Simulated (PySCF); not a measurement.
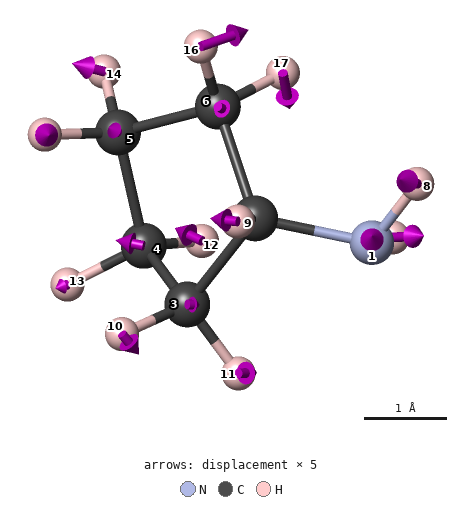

This is a relaxation of C$_{5}$H$_{11}$N. The starting structure is drawn; purple arrows show the displacements, 5 times their true length. The two geometries are superimposed by the best rigid fit.

A ball-and-stick model, seen at a tilt.

The start comes from GFN2-xTB. Its atoms were then displaced at random by about 0.01 Å.

All numbers below come from PBE0-D3(BJ)/def2-SVP geometry optimisation, gas phase in PySCF 2.14.0, density-fitted response routines. 

### Which element moves most?

Hydrogen: up to 0.15 Å, against 0.08 Å for nitrogen.

### What did the optimiser do to the structure, and how much energy did it gain?

Over 7 geometry steps the energy falls by 2.36 kcal/mol. The largest move after the best rigid fit is that of an H atom, 0.15 Å. By element the largest moves are H 0.15 Å, N 0.08 Å, C 0.07 Å. Among the contacts that change: C–C 1.486 → 1.529 Å, C–H 1.136 → 1.101 Å, C–H 1.076 → 1.104 Å, C–N 1.471 → 1.453 Å. Among the angles between lasting bonds that change: C–C–H 109.9° → 113.7°, C–C–H 112.0° → 109.5°, C–C–H 111.1° → 109.0°. The run took 71 s on 1 thread of Intel(R) Xeon(R) Platinum 8259CL CPU @ 2.50GHz, with other jobs on the host.
